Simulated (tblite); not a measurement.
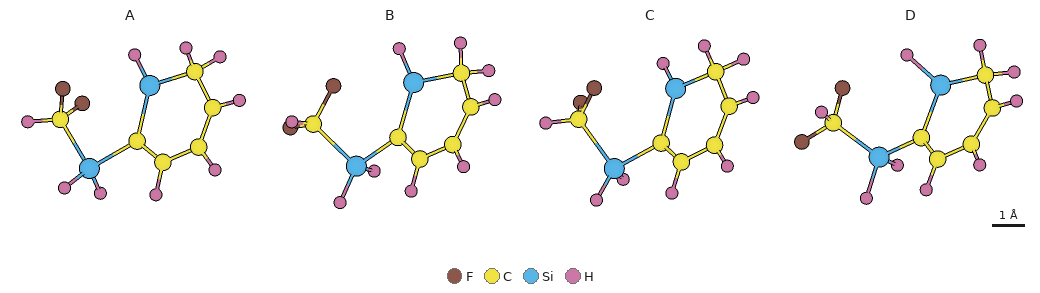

4 geometries from one relaxation of C₆H₉F₂Si₂ (charge +1), in shuffled order. A ball-and-stick model, seen at a tilt.

These are results of tblite 0.8.0, GFN2-xTB geometry optimisation, gas phase, not measurements. 

Order the frames from highest to lowest energy.

D, B, C, A. They are steps 0, 42, 78, 169, at +131.3 kJ/mol, +15.3 kJ/mol, +4.60 kJ/mol relative to the last. Over 169 geometry steps the energy falls by 131.3 kJ/mol. The largest move after the best rigid fit is that of an F atom, 2.36 Å. By element the largest moves are F 2.36 Å, H 1.50 Å, Si 0.63 Å, C 0.40 Å. Near-neighbour distances that change, for instance: C–Si 1.847 → 1.945 Å, C–Si 1.856 → 1.920 Å, H–Si 1.482 → 1.449 Å, C–C 1.457 → 1.435 Å. Bond angles that change, for instance: C–Si–H 107.6° → 133.4°, C–Si–C 114.7° → 98.0°, H–Si–H 106.4° → 118.3°. Groups turn about C–Si by about 115°, C–Si by about 40°.
